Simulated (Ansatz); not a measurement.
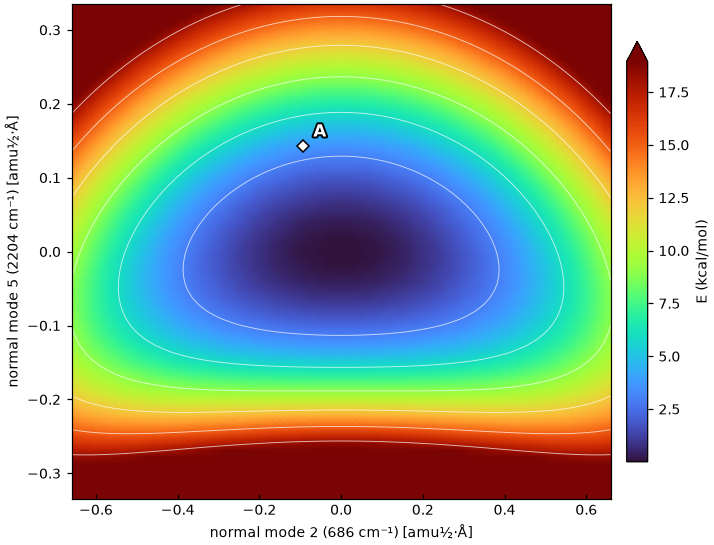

FGeH₂, SMILES [F][GeH2+], charge +1. Coordinates scanned: (1) normal mode 2 (686 cm⁻¹); (2) normal mode 5 (2204 cm⁻¹). Nothing is relaxed (straight displacements along the two mass-weighted modes). The scan uses a 15 × 15 grid; 120 points were computed and 105 follow by symmetry. Points are written as (first, second). All energies are given in kcal/mol relative to the lowest grid point. Method: RKS PBE0-D4/def2-TZVP (Ansatz).

The picture shows a smooth colour map with a few white contour lines, one colour for all values above the top of the scale, the point A. Between grid points the surface is interpolated.

**Is A at rest? If not, where is it pushed?**

A, at (−0.094 amu½·Å, 0.143 amu½·Å), is not a stationary point. The computed force is 5 kcal/mol for each amu½·Å towards larger values of normal mode 2 (686 cm⁻¹) and 47 kcal/mol for each amu½·Å towards smaller values of normal mode 5 (2204 cm⁻¹).
